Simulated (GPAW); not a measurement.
# O K ELNES/XANES of SrFeO3 (Pm-3m) from DFT, part 2 of 2

What does one-electron theory with a core hole give for the O K edge of SrFeO3 (Pm-3m)?

GPAW 26.7.0; X-ray absorption from dipole matrix elements to empty bands, plane-wave PAW LDA+U.

So far. Step 2 (Ground state of the crystal): The mesh shows no gap, so the system is treated as a metal and the core electron is put at the Fermi level (neutral cell).

## 4. Spectrum with XCH, O atom 5

The holes are 5.4 Å apart. In GPAW the data set carries the hole's charge, so charge=0 means a charged cell and charge=-1 a neutral one. The excited electron is kept in the cell, where it fills the lowest empty states and screens the hole. After the field has converged, empty bands are computed with the density fixed and the dipole matrix elements are summed.

The absorber has 2 Fe at 1.91 Å (linear, site symmetry 4/mmm).

xas.py

```python
import numpy as np
from ase import Atoms
from ase.parallel import parprint, paropen
from gpaw import GPAW, PW, FermiDirac, Mixer, MixerDif, setup_paths
from gpaw.test import gen
setup_paths.insert(0, '.')
gen('O', name='fch1s', xcname='LDA', corehole=(1, 0, 1), write_xml=True)
from gpaw.mpi import world
world.barrier()

atoms = Atoms('Sr2Fe2O6',
    cell=[[3.82881379, 3.82881379, 0],
     [0, 3.82881379, 3.82881379],
     [3.82881379, 0, 3.82881379]],
    scaled_positions=[[0, 0, 0],
     [0.5, 0.5, 0.5],
     [0.25, 0.25, 0.25],
     [0.75, 0.75, 0.75],
     [0.5, 0, 0],
     [0, 0.5, 0.5],
     [0, 0, 0.5],
     [0.5, 0.5, 0],
     [0, 0.5, 0],
     [0.5, 0, 0.5]],
    magmoms=[0.0, 0.0, 4.0, -4.0, 0.0, 0.0, 0.0, 0.0, 0.0, 0.0],
    pbc=True)
atoms.calc = calc = GPAW(legacy_gpaw=True, mode=PW(500), xc='LDA', setups={'Fe': ':d,5.3', 4: 'fch1s'},
    kpts={'size': (5, 5, 5), 'gamma': True}, occupations=FermiDirac(0.1),
    charge=-1, mixer=MixerDif(0.05, 8, 50), maxiter=150,
    convergence={'density': 0.0001}, txt='scf.txt')
energy = atoms.get_potential_energy() + calc.get_reference_energy()
ef = calc.get_fermi_level()
out = dict(energy=energy, fermi=ef, forces=atoms.get_forces().tolist(), magmoms=atoms.get_magnetic_moments().tolist())
parprint(f'all-electron energy {energy:.4f} eV, Fermi level {ef:.4f} eV')
ev = np.array([[calc.get_eigenvalues(k, s) for k in range(len(calc.get_ibz_k_points()))] for s in range(calc.get_number_of_spins())])
out['homo'], out['lumo'], out['counts'] = ev[ev < ef].max(), ev[ev > ef].min(), sorted(set((ev < ef).sum((0, 2)).tolist()))
out['filled'] = (ev[:, 0] < ef).sum(1).tolist()

from ase.units import Ha
from gpaw.xas import dipole_matrix_elements
nb = int(calc.get_number_of_electrons() / 2) + 80
top, nb = nb, nb + 8 + nb // 12
nscf = calc.fixed_density(kpts={'size': (6, 6, 6), 'gamma': True}, nbands=nb,
    convergence={'bands': top, 'eigenstates': 1e-5}, maxiter=60, txt='nscf.txt')
cell = atoms.cell.array
ops = [cell.T @ U.T @ np.linalg.inv(cell.T) for U in nscf.wfs.kd.symmetry.op_scc]
E = np.arange(-6, 34, 0.1)
fwhm = np.interp(E, [4, 25], [0.9, 3.5])
Y, X, zero, highest = 0, 0, 1e9, 1e9
for spin in range(nscf.get_number_of_spins()):
    wfs = nscf.wfs
    A = dipole_matrix_elements(wfs.setups[4])
    eps = np.zeros((wfs.kd.nibzkpts, nb))
    d = np.zeros((3, A.shape[1], wfs.kd.nibzkpts, nb), complex)
    for kpt in wfs.kpt_u:
        if kpt.s == spin and 4 in kpt.P_ani:
            eps[kpt.k] = kpt.eps_n * Ha
            d[:, :, kpt.k] = (kpt.weight * wfs.nspins / 2) ** 0.5 * np.inner(A, kpt.P_ani[4])
    world.sum(eps)
    world.sum(d)
    T = np.einsum('amkn,bmkn->abkn', d, d.conj()).real
    T = sum(np.einsum('ai,ijkn,bj->abkn', R, T, R) for R in ops) / len(ops)
    empty = eps > ef
    zero, highest = min(zero, eps[empty].min()), min(highest, eps[:, top - 1].min())
    lines = [(eps, T, empty)] if spin == 0 else lines + [(eps, T, empty)]
for eps, T, empty in lines:
    f = np.einsum('aakn->akn', T).reshape(3, -1)
    x = eps.ravel() - zero
    w = np.interp(x, E, fwhm) / 2.35482
    g = np.exp(-0.5 * ((E[:, None] - x) / w) ** 2) / (w * (2 * np.pi) ** 0.5)
    Y = Y + (f * empty.ravel()) @ g.T
    X = X + (f * ~empty.ravel()) @ g.T
out.update(E=E.round(2).tolist(), xas=Y.tolist(), xes=X.tolist(), zero=zero, valid=highest - zero, nk=len(eps), nb=nb)
for i in range(0, len(E), 10):
    parprint(f'{E[i]:7.2f}', *(f'{v:10.3e}' for v in Y[:, i]))
import json
with paropen('out.json', 'w') as f:
    json.dump(out, f)
```

Started as:

```bash
> OMP_NUM_THREADS=1 mpirun -n 2 gpaw python xas.py
```

Numbers of over 12 decimals in the logs are rounded to 6 here.

Log:

```text
Input parameters:
  charge: -1
  convergence: {density: 0.0001}
  kpts: {gamma: True,
         size: (5, 5, 5)}
  maxiter: 150
  mixer: {backend: pulay,
          beta: 0.05,
          method: difference,
          nmaxold: 8,
          weight: 50}
  mode: {ecut: 500.0,
         name: pw}
  occupations: {fixmagmom: False,
                name: fermi-dirac,
                width: 0.1}
  setups: {4: fch1s,
           Fe: :d,5.3}

Initialize ...

[... PAW data sets ...]

Reference energy: -253526.130553  # eV

Spin-polarized calculation.
Initial magnetic moment: 0.000000

[... convergence settings ...]
Symmetries present (total): 4
  [... symmetry matrices ...]

125 k-points: 5 x 5 x 5 Monkhorst-Pack grid
27 k-points in the irreducible part of the Brillouin zone
       k-points in crystal coordinates                weights
   0:     0.00000000    0.00000000    0.00000000          1/125
   1:     0.00000000    0.20000000   -0.20000000          2/125
   2:     0.00000000    0.20000000    0.00000000          4/125
   3:     0.00000000    0.20000000    0.20000000          2/125
   4:     0.00000000    0.40000000   -0.40000000          2/125
   5:     0.00000000    0.40000000   -0.20000000          4/125
   6:     0.00000000    0.40000000    0.00000000          4/125
   7:     0.00000000    0.40000000    0.20000000          4/125
   8:     0.00000000    0.40000000    0.40000000          2/125
   9:     0.20000000   -0.40000000   -0.40000000          2/125
          ...
  26:     0.40000000    0.40000000    0.40000000          4/125

Wave functions: Plane wave expansion
  Cutoff energy: 500.000 eV
  Number of coefficients (min, max): 2741, 2869
  Pulay-stress correction: 0.000000 eV/Ang^3 (de/decut=0.000000)
  Using FFTW library
  Wavefunction extrapolation:
    Improved wavefunction reuse through dual PAW basis

Occupation numbers: Fermi-Dirac:
  width: 0.1000  # eV

Eigensolver
   Davidson(niter=2)

Densities:
  Coarse grid: 28*28*28 grid
  Fine grid: 56*56*56 grid
  Total Charge: 0.000000

Density mixing:
  Method: difference
  Backend: pulay
  Linear mixing parameter: 0.05
  old densities: 8
  Width of damping distribution: 1.1
  Damping of long wavelength oscillations: 50

[... Hamiltonian set-up ...]
Number of atoms: 10
Number of atomic orbitals: 52
Number of bands in calculation: 48
Number of valence electrons: 73
Bands to converge: occupied

... initialized

Initializing position-dependent things.

Density initialized from atomic densities
Creating initial wave functions:
  48 bands from LCAO basis set

                         Fe

                   Sr
             O

              O
        O    Fe   O
            O
             O
       Sr

Atomic positions and initial magnetic moments

Positions:
   0 Sr     0.000000    0.000000    0.000000    ( 0.0000,  0.0000,  0.0000)
   1 Sr     3.828814    3.828814    3.828814    ( 0.0000,  0.0000,  0.0000)
   2 Fe     1.914407    1.914407    1.914407    ( 0.0000,  0.0000,  4.0000)
   3 Fe     5.743221    5.743221    5.743221    ( 0.0000,  0.0000, -4.0000)
   4 O      1.914407    1.914407    0.000000    ( 0.0000,  0.0000,  0.0000)
   5 O      1.914407    1.914407    3.828814    ( 0.0000,  0.0000,  0.0000)
   6 O      1.914407    0.000000    1.914407    ( 0.0000,  0.0000,  0.0000)
   7 O      1.914407    3.828814    1.914407    ( 0.0000,  0.0000,  0.0000)
   8 O      0.000000    1.914407    1.914407    ( 0.0000,  0.0000,  0.0000)
   9 O      3.828814    1.914407    1.914407    ( 0.0000,  0.0000,  0.0000)

Unit cell:
           periodic     x           y           z      points  spacing
  1. axis:    yes    3.828814    3.828814    0.000000    28     0.1579
  2. axis:    yes    0.000000    3.828814    3.828814    28     0.1579
  3. axis:    yes    3.828814    0.000000    3.828814    28     0.1579

  Lengths:   5.414760   5.414760   5.414760
[...]
iter:  18  -100.810885c  -3.88  -3.21    -0.0191
[...]
iter:  26  -100.810402c  -3.66  -3.38    -0.0185
iter:  27  -100.810157c  -4.95  -3.64    -0.0177
iter:  28  -100.810153c  -5.71  -3.88    -0.0138
iter:  29  -100.810087c  -5.93  -4.09c   -0.0135
iter:  30  -100.810119c  -5.91  -4.06c   -0.0152
iter:  31  -100.810161c  -5.77  -4.23c   -0.0165
iter:  32  -100.810167c  -6.10  -4.30c   -0.0170
iter:  33  -100.810138c  -5.97  -4.51c   -0.0171
iter:  34  -100.810143c  -6.82  -4.61c   -0.0172
iter:  35  -100.810145c  -7.89c -4.98c   -0.0173

Converged after 35 iterations.

Dipole moment: (-0.005278, -0.005278, -0.008692) |e|*Ang

Total magnetic moment: (0.000000, 0.000000, -0.017346)
Local magnetic moments:
   0 Sr ( 0.000000,  0.000000,  0.002449)
   1 Sr ( 0.000000,  0.000000,  0.002450)
   2 Fe ( 0.000000,  0.000000,  4.002266)
   3 Fe ( 0.000000,  0.000000, -3.989752)
   4 O  ( 0.000000,  0.000000, -0.155393)
   5 O  ( 0.000000,  0.000000, -0.002724)
   6 O  ( 0.000000,  0.000000,  0.002793)
   7 O  ( 0.000000,  0.000000,  0.002793)
   8 O  ( 0.000000,  0.000000,  0.002793)
   9 O  ( 0.000000,  0.000000,  0.002793)

Energy contributions relative to reference atoms: (reference = -253526.130553)

Kinetic:       +103.404617
Potential:      -93.530940
External:        +0.000000
XC:            -110.332337
Entropy (-ST):   -0.130277
Local:           -0.286346
SIC:             +0.000000
--------------------------
Free energy:   -100.875284
Extrapolated:  -100.810145

Spin contamination: 4.728649 electrons
Showing only first 2 kpts
                      Up                     Down
 Kpt  Band  Eigenvalues  Occupancy  Eigenvalues  Occupancy
  0    34      6.56093    0.59037      6.55187    0.61208
  0    35      6.56094    0.59034      6.55189    0.61205
  0    36      6.67961    0.30549      6.68547    0.29321
  0    37      9.65871    0.00000      9.63030    0.00000

  1    34      6.01816    0.99696      6.01220    0.99714
  1    35      6.08828    0.99389      6.06995    0.99491
  1    36      6.98557    0.02021      6.99248    0.01889
  1    37      9.70192    0.00000      9.64918    0.00000

Fermi level: 6.59748

No gap
No difference between direct/indirect transitions

Forces in eV/Ang:
  0 Sr    0.00000    0.00000   -0.00471
  1 Sr   -0.00000   -0.00000   -0.00471
  2 Fe   -0.00000   -0.00000    2.80228
  3 Fe   -0.00000   -0.00000   -2.48425
  4 O     0.00000    0.00000   -0.17210
  5 O     0.00000    0.00000   -0.08234
  6 O    -0.00000    0.00765   -0.01380
  7 O     0.00000   -0.00765   -0.01380
  8 O     0.00765   -0.00000   -0.01380
  9 O    -0.00765    0.00000   -0.01380
Scalar-relativistic atomic LDA calculation for O (Oxygen, Z=8)
Core hole in 1s state (1s occupation: 1.0)
300 radial gridpoints.
|------------------------------------------------|
|------------------------------------------------|
[... the atom generator's iteration count ...]

Energy contributions:
-------------------------
Kinetic:      +54.046737
XC:            -5.876031
Potential:   -102.458324
-------------------------
Total:        -54.287618

state      eigenvalue         ekin         rmax
-----------------------------------------------
1s^1.0 :   -21.731873    30.611423        0.127
2s^2.0 :    -1.594915     4.066245        0.801
2p^4.0 :    -1.067100     3.825706        0.682
-----------------------------------------------
(units: Bohr and Hartree)

Generating PAW setup
Kinetic energy of the core from tauc = 30.636371
Cutoffs:
rc(s)=1.300
rc(p)=1.130
rc(d)=1.170
rc(vbar)=1.300
rc(comp)=1.260
rc(nct)=1.300

Kinetic energy of the core states: 30.611423
Charge: 1.0
Core electrons: 1.0
Valence electrons: 6.0
Pseudo-core charge: 0.000198
Shape function alpha=6.299
Pseudo-electron charge 5.280306
state    eigenvalue         norm
--------------------------------
2s(2) :    -1.594915     1.065643
*s    :    -0.594915
2p(4) :    -1.067100     0.787205
*p    :    -0.067100
*d    :     0.000000
--------------------------------

Diagonalizing with gridspacing h=0.050

state   all-electron     PAW
-------------------------------
2s:      -1.594915    -1.596334
2p:      -1.067100    -1.073375
*d:                   -0.060686
*f:                   -0.013559
-------------------------------
all-electron energy -253626.9407 eV, Fermi level 6.5975 eV
  -6.00  1.787e-60  1.787e-60  9.665e-60
  -5.00  4.371e-44  4.371e-44  2.420e-43
  -4.00  1.193e-30  1.193e-30  6.803e-30
  -3.00  3.727e-20  3.727e-20  2.184e-19
  -2.00  1.378e-12  1.378e-12  8.108e-12
  -1.00  6.300e-08  6.300e-08  3.486e-07
  -0.00  4.002e-06  4.002e-06  1.720e-05
[...]
31.00  8.275e-05  8.275e-05  7.538e-05
  32.00  9.088e-05  9.088e-05  7.699e-05
  33.00  1.051e-04  1.051e-04  8.141e-05
```

Run time: 17 min. Hardware: 2 MPI ranks of Arm Neoverse N1, shared host; peak memory 0.75 GiB; 33 min of CPU time.

The O K spectrum, O atom 5, excited-electron core hole (neutral cell) (energy from the lowest empty level; intensity scaled to a mean of 1 over the first 20 eV):

```
E (eV)  intensity
  -2.0       0.00
  -0.5       0.02
   1.0       0.01
   2.5       0.16
   4.0       0.70
   5.5       0.33
   7.0       1.38
   8.5       1.70
  10.0       0.59
  11.5       1.24
  13.0       1.81
  14.5       2.29
  16.0       1.40
  17.5       0.61
  19.0       0.52
  20.5       0.74
  22.0       0.93
  23.5       0.81
  25.0       0.57
  26.5       0.47
  28.0       0.49
  29.5       0.61
  31.0       0.69
```

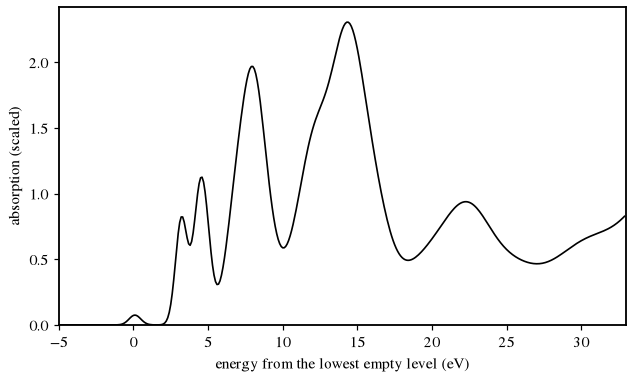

The O K edge, O atom 5, excited-electron core hole (neutral cell): main maxima at 4.6, 8.0 and 14.3 eV.

Main maxima below 24 eV (height): 3.2 eV (0.82), 4.6 eV (1.13), 8.0 eV (1.97), 14.3 eV (2.31) and 22.3 eV (0.94). A K edge sees empty p states; the first features are O p mixed into the empty d states of the Fe neighbours, and the broad ones above probably into the cations' higher empty bands.

The total-energy difference is 522.39 eV. The functional leaves an error in such absolute values: in the free atom LDA prices this hole 4.1 eV below PBE (computed apart), and PBE is itself good to a few eV.

## 5. What came out

| Property | Result |
| --- | --- |
| absorber and edge | O K, atom 5 of the ground-state input (counted from 1) |
| surroundings | 2 Fe at 1.91 Å (linear, site symmetry 4/mmm) |
| highest intensity below 16 eV | 14.3 eV above the zero, height 2.31 |
| photon energy of the zero (spin-polarised hole, raw) | 522.4 eV (LDA puts this hole about 4 eV below PBE, itself good to a few eV) |

What this shows: The O K edge of atom 5, with 2 Fe at 1.91 Å (linear, site symmetry 4/mmm), has its highest intensity of the first 16 eV at 14.3 eV above the zero, near 537 eV in photon energy (LDA puts this hole about 4 eV below PBE, itself good to a few eV), 2.3 times the mean level of the first 20 eV (Gaussian full width 0.9 eV up to 4 eV, rising linearly to 3.5 eV at 25 eV). 1 further run of this session is left out of this account as redundant. The hole lies in one spin channel, while the script sums the empty states of both and takes the lower zero; where the two channels are split, this blurs and shifts the curve. The unit cell's mesh shows no gap over 0.35 eV. That is right for a metallic compound; for a small-gap or correlated insulator it would be the fault of the functional or of the assumed magnetic order, and the hole would be screened too well. The spins start antiferromagnetically in a simple order, which needn't be the measured one; gap and edge can depend on it. The holes are only 5.4 Å apart, so the shape is probably not converged with cell size; no larger cell was run here. The mesh is coarse (0.24 Å⁻¹ between points), so small maxima may be mesh ripples. The structure is a computed Materials Project entry and may be a hypothetical form.

[Banner, clock and machine lines of the logs are left out without a mark of their own.]

[Logs are printed without paths, hosts, clocks, repeated set-up lines and the standing remarks that a program may print on its own settings, such as how far it seeks lower states.]

[Hosts, paths, dates, database ids (printed as entryN), source tags and the programs' standing remarks are cut or masked in the printed files.]

[Lists of maxima count a maximum above −3 eV only where it reaches 4 % of the highest in the window and stands out from its surroundings by 2 % of it (1.5 % where it reaches 55 %); shoulders and weaker maxima are passed over, and of the rest the first, up to two pre-edge ones and the few strongest are named.]
